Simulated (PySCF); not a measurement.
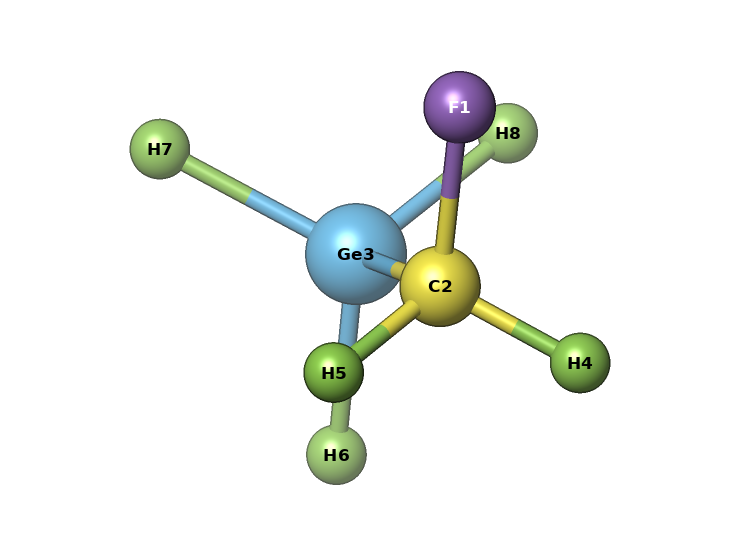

Ge3 lies behind C2. The molecule seen a little off the C2–Ge3 bond, C2 in front. Depth is shown by fading: the farther an atom, the more it takes the colour of the background. Computed geometry: PBE0-D3(BJ)/def2-SVP optimisation. No frequency run is at hand to confirm it as a minimum.

Question: What is the torsion angle F1–C2–Ge3–H6? The sign is positive where the front bond must turn clockwise to cover the back bond.

Answer: 179°, antiperiplanar (anti). The bonds about C2–Ge3 are staggered.
